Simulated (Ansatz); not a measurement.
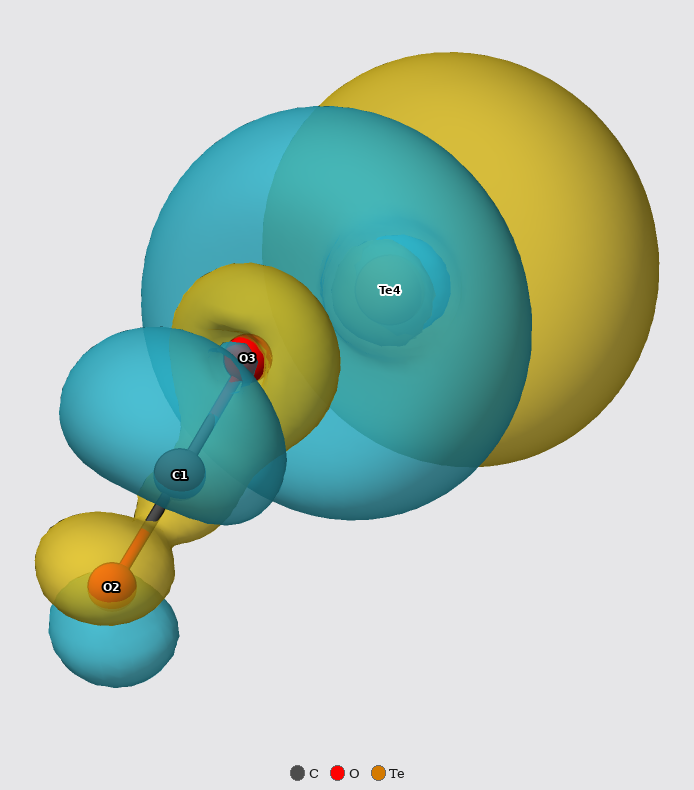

*CO2Te. One frontier orbital at ±0.06 Å⁻³ᐟ² (yellow and cyan are the two phases), seen at an oblique angle.*

Geometry: PBE0-D3(BJ)/def2-SVP; core potentials replace the inner electrons of Te.

These are results of isolated molecule in a Gaussian basis; Kohn-Sham density functional theory, functional PBE0 (Ansatz 0.2.0), not measurements.

**Which orbital is it: HOMO or LUMO?**

The LUMO, at −4.04 eV. It lies mainly on Te4 (about 85 %) and O3 (about 10 %); it is symmetric in the molecular plane (an in-plane orbital: σ, lone-pair or in-plane π type).
